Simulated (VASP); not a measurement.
Band structure of BeSe (zinc blende). All values below come from RPBE GGA, VASP's PBE PAW potentials (set 64) (plane waves; VASP 6.6.1).

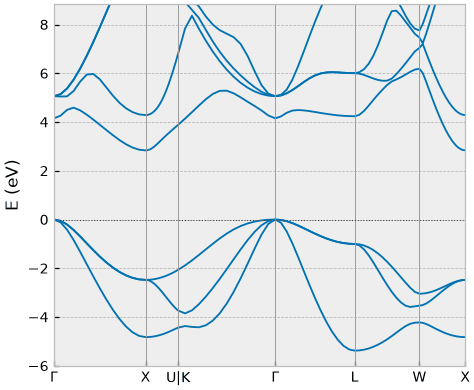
Figure. Bands along high-symmetry lines, zero at the valence-band maximum or, without a gap, the Fermi level

Problem. Read the plot: is there a gap, and where are the band edges?

Solution. The gap is indirect, 2.84 eV, from the valence maximum at Γ to the conduction minimum at X. (Edges off the drawn lines would not show.)

Measured: gap 4.00 eV (computed value off by -1.16 eV), as given by Das et al., (2018), arXiv:1807.05623.

The compound is BeSe in the zinc blende structure. It was relaxed first, which changed the volume by +5 %.
